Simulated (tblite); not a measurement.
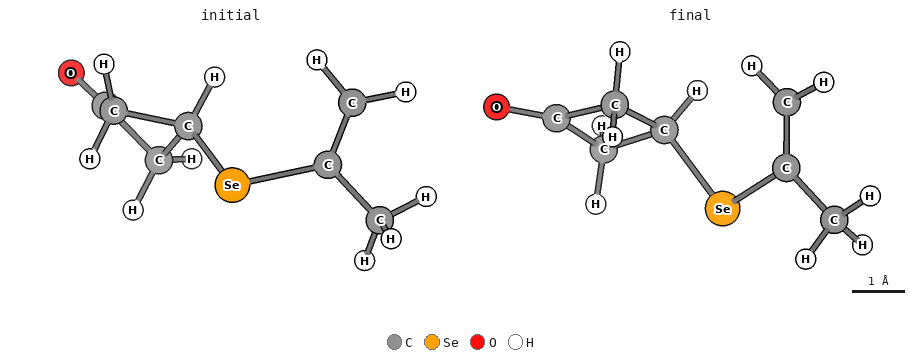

The structure of C₇H₁₀OSe before (left) and after (right) a relaxation, at one scale.

Style: ball-and-stick. Shown at a tilt.

Theory: GFN2-xTB geometry optimisation, gas phase (tblite). 

Q: What changed between the two?

A: The O atom moves most after the best rigid fit: 1.75 Å. By element the largest moves are O 1.75 Å, Se 1.60 Å, H 1.55 Å, C 0.82 Å. Among the contacts that change: C–Se 1.911 → 1.974 Å, C–H 1.128 → 1.090 Å, C–C 1.493 → 1.514 Å, C–H 1.095 → 1.075 Å. Bond angles that change, for instance: Se–C–H 117.7° → 107.6°, C–C–Se 120.4° → 111.7°, C–Se–C 110.5° → 102.0°. Groups turn about C–Se by about 75°, C–Se by about 55°, C–C by about 30°. Over 210 geometry steps the energy falls by 22.0 kcal/mol.
